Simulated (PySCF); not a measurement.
**F4Ti, SMILES `F[Ti](F)(F)F`: what the electrons do**

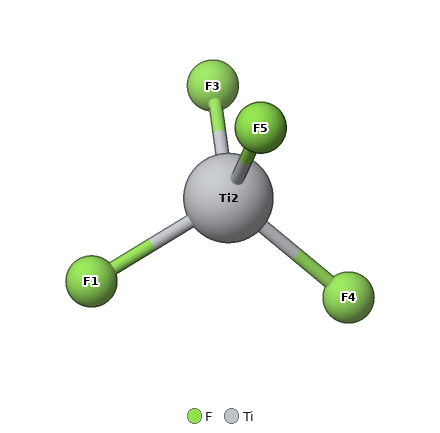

The molecule, with its atoms numbered as below. No frequency check shows the geometry to be a minimum.

Cartesian coordinates (Å):

```
F1       0.9774   -0.8138   -1.1160
Ti2     -0.0002    0.0000   -0.0001
F3       0.9774    0.8138    1.1160
F4      -0.9772   -1.1165    0.8135
F5      -0.9772    1.1165   -0.8134
```

### 1. Bonding charge

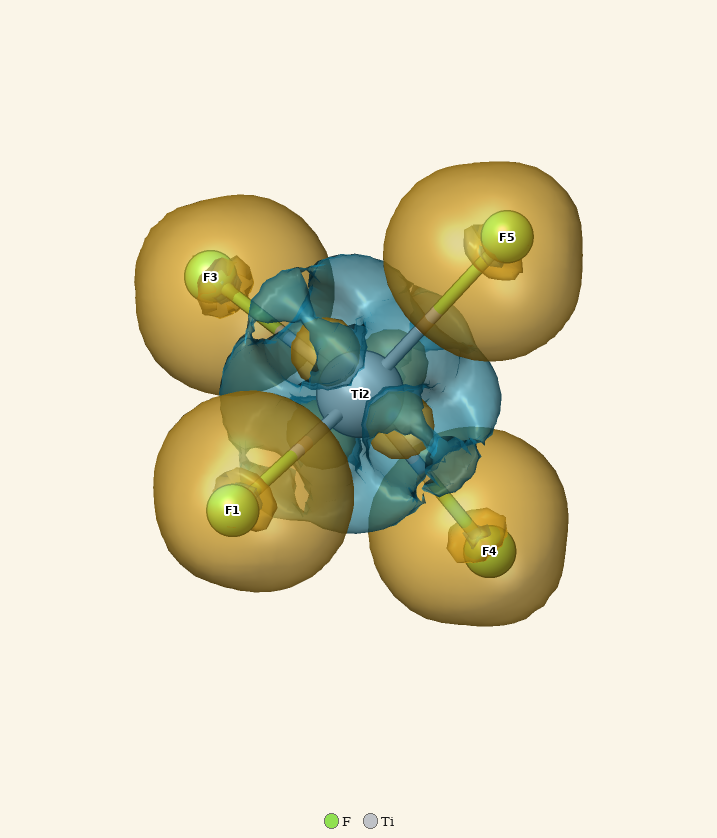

Deformation density (molecule less spherical, spin-averaged free atoms at the same positions), surfaces at ±0.07 e/Å³; yellow: gain, teal: loss.

PySCF calculation, TPSSh/def2-TZVP, gas phase; geometry: GFN2-xTB. This is a single-reference result, which may miss multireference character in this system.

How much density has each bond gained at its critical point, relative to the free atoms?

Answer. Ti2–F5, Ti2–F4, F1–Ti2 and Ti2–F3: +0.14 e/Å³ at the bond critical point (bond length 1.69 Å, Mayer order 1.0). In all, 1.3 electrons gather in the regions of gain relative to the promolecule. A small or negative value marks a very polar bond, one between electron-rich atoms, whose free-atom densities already overlap strongly, a long bond to a heavier atom, or a closed-shell contact such as a hydrogen bond.

Where do the Hirshfeld charges lie?

Answer. The highest Hirshfeld charge is on Ti2 (+0.83 e), the lowest on F1, F3, F4 and F5 (−0.21 e).

```csv
atom,charge (e)
F1,−0.21
Ti2,+0.83
F3,−0.21
F4,−0.21
F5,−0.21
```

### 2. Bond critical points

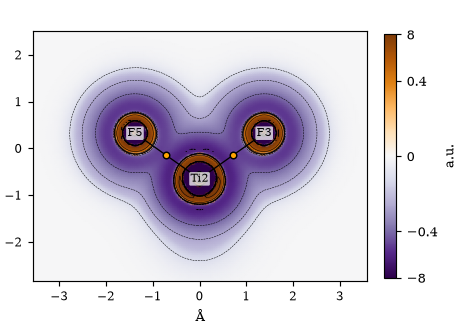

Negative Laplacian of the density (−∇²ρ) in the plane of Ti2, F3 and F5 (orange positive, purple negative, colour scale in a.u., logarithmic beyond ±0.04), with bond paths and bond critical points (dots).

At which bond critical points in this plane is charge locally concentrated, and at which depleted?

Answer. At none is it concentrated. Depleted (∇²ρ > 0): Ti2–F5 and Ti2–F3 (+1.03 a.u., H = −0.066). A positive Laplacian with negative H is typical of metal–ligand bonds.

### 3. Local ionisation energy

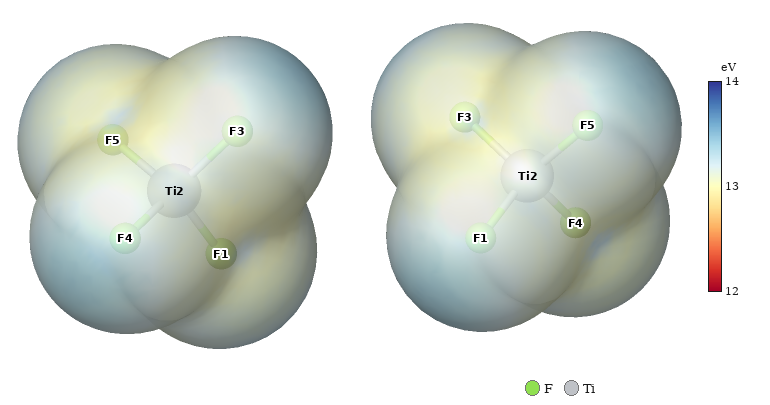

Average local ionisation energy on the surface of electron density 0.001 a.u. (back view left, front view right).

Locate the minima of the map.

Answer. The lowest value is 12.9 eV, near F1 (1.95 Å), F4 (2.00 Å) and Ti2 (2.14 Å), and at like points elsewhere. For comparison, the highest occupied orbital lies at −11.4 eV.

What volume does the surface enclose, and what is the dipole moment?

Answer. About 81 Å³; the dipole moment is 0.0 D.

### 4. In an electric field

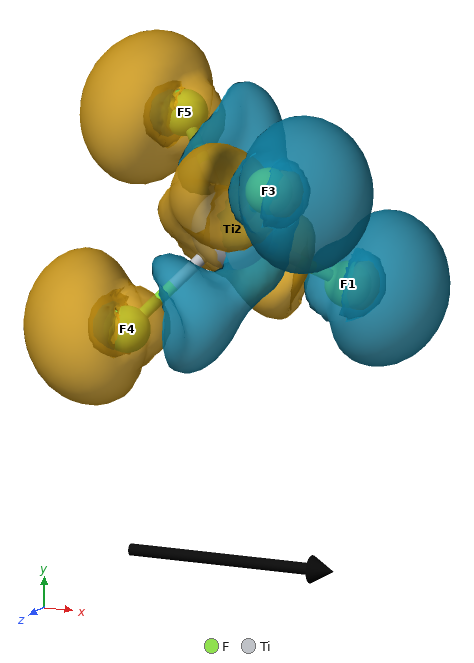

Change of the electron density in a uniform field of 0.26 V/Å along +x (arrow), surfaces at ±0.0015 e/Å³ (yellow: gain, teal: loss).

Level of theory: ωB97X/def2-SVPD (PySCF), at a geometry from GFN2-xTB. This is a single-reference result, which may miss multireference character in this system.

How large is the response?

Answer. The induced dipole is 0.39 D (along the field); α along this axis, from the fields in both directions, is 31 bohr³ (4.6 Å³).

Which atoms gain and lose the most charge?

Answer. Electrons gather most on F4 and F5 alike (Hirshfeld charge changes by −0.009 e) and leave F1 and F3 alike most (+0.009 e); 0.040 electrons are displaced in all.

### 5. Localised orbitals

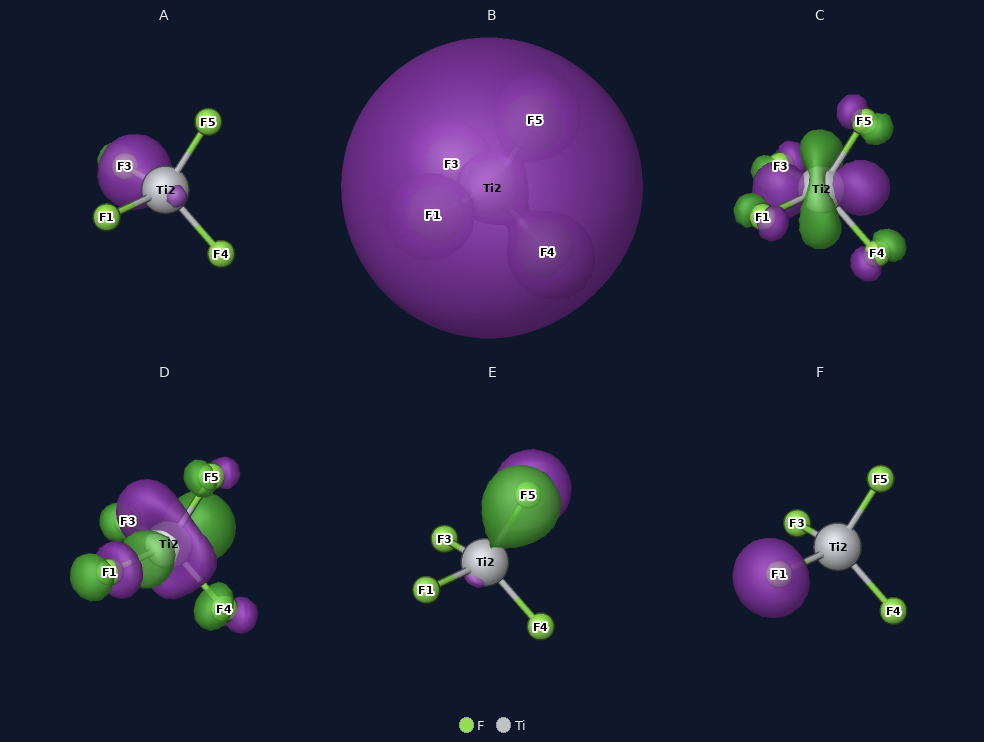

Intrinsic bond orbitals (IBO), occupied and valence-virtual; each surface holds about 85 % of the orbital's density. Energies are diagonal elements of the Fock matrix.

Level of theory: r2SCAN/def2-SVP (PySCF), at a geometry from GFN2-xTB. This is a single-reference result, which may miss multireference character in this system.

Name the orbitals, with their atomic make-up and energies.

Answer. By panel:
- A: pair mostly on F3, shared in part with Ti2 (F3 84 %, Ti2 16 %; −19.3 eV)
- B: empty orbital on Ti2 (Ti2 90 %; 1.2 eV)
- C: π* orbital Ti2–F4, mostly on Ti2 (Ti2 80 %, F4 5 %, F5 5 %; −2.9 eV)
- D: σ* orbital Ti2–F1, mostly on Ti2 (Ti2 76 %, F1 13 %, F4 6 %; −1.1 eV)
- E: lone pair on F5 (p-type) (F5 93 %, Ti2 7 %; −11.4 eV)
- F: lone pair on F1 (s-type) (F1 99 %; −24.1 eV)

The PySCF runs shown took 23 s, 27 s and 14 s on 1 thread of Intel(R) Xeon(R) Platinum 8259CL CPU @ 2.50GHz (Skylake/Cascade Lake), with other jobs on the host.
